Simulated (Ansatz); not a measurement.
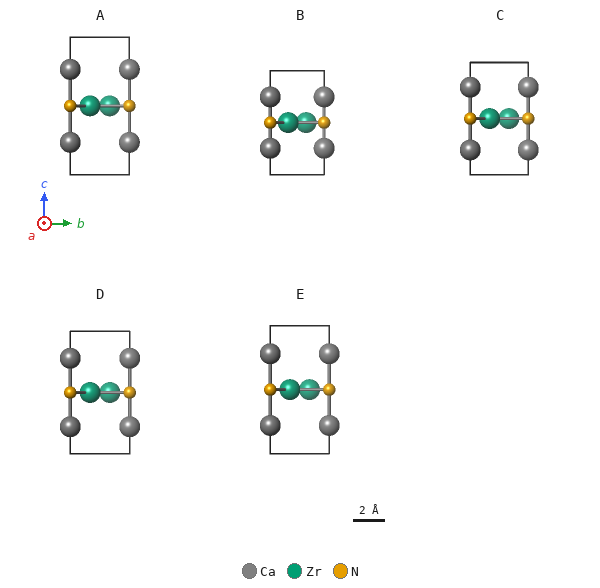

5 geometries from one relaxation of solid Ca₂Zr₂N (a generated structure, set up in P6/mmm) (coarse preliminary run), in shuffled order. A ball-and-stick model of the cell of the calculation, seen along the a axis.

These are results of DFT PBE, scalar-relativistic, plane waves, PAW (Ansatz 0.2.0), not measurements. Set-up: plane-wave cutoff 420 eV; k-point mesh 6 × 6 × 4; occupations gaussian; smearing width 0.1 eV; no spin polarisation; cell and atoms relaxed; force threshold 0.04 eV/Å; at most 70 steps.

Put them in the order of the run, from the start to the converged end.

B, C, D, E, A. They are steps 0, 2, 4, 8, 12, at +2204 meV per atom, +263 meV per atom, +70.6 meV per atom, +15.7 meV per atom relative to the last. The largest moves relative to the cell, 0.17 Å, are those of Ca atoms. Zr and N stay in place. Cell: a = b 4.028 → 4.421 Å (+9.7 %), c 6.739 → 8.902 Å (+32.1 %). Volume +59.1 %. Near-neighbour distances that change, for instance: Ca–Ca 3.323 → 4.726 Å, Ca–Ca 3.417 → 4.176 Å, Ca–N 1.661 → 2.363 Å, Ca–Zr 2.858 → 3.478 Å. The space group stays P6/mmm (No. 191). After 10 accepted moves (12 points after the start) the energy has fallen by 2204 meV per atom. The largest force component goes from 19 to 0.017 eV/Å. Pressure: 68.28 GPa at the start and −0.02 GPa at the end. At 2 points the geometry stayed and the basis and grid were re-selected for the new cell (energy shift of 40.3 meV per atom at most each time).

Limits of the set-up: layers or molecules are held without a dispersion correction, so their spacing is unreliable.
